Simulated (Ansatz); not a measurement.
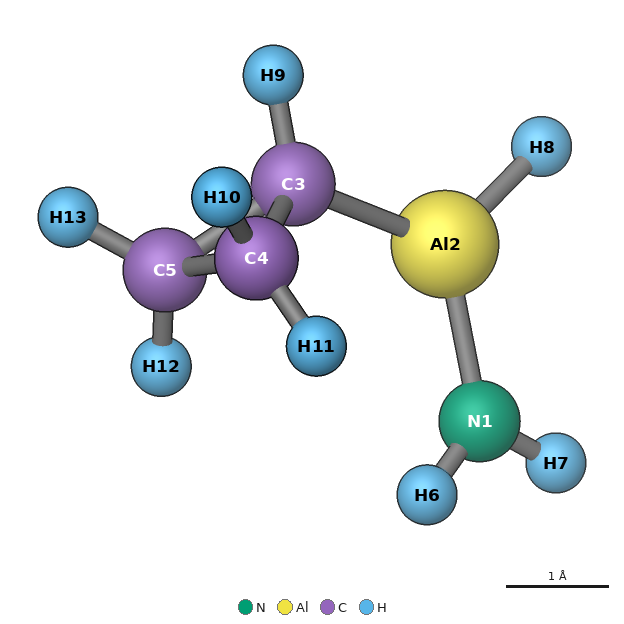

Atoms carry their numbers in the input. The geometry was computed by an optimisation with PBE0-D4/def2-TZVP. No frequency run is at hand to confirm it as a minimum.

Give the bond lengths.

| bond | length (Å) |
| --- | --- |
| N1–Al2 | 1.771 |
| N1–H6 | 1.007 |
| N1–H7 | 1.007 |
| Al2–C3 | 1.931 |
| Al2–H8 | 1.586 |
| C3–C4 | 1.519 |
| C3–C5 | 1.519 |
| C3–H9 | 1.087 |
| C4–C5 | 1.484 |
| C4–H10 | 1.084 |
| C4–H11 | 1.085 |
| C5–H12 | 1.085 |
| C5–H13 | 1.084 |
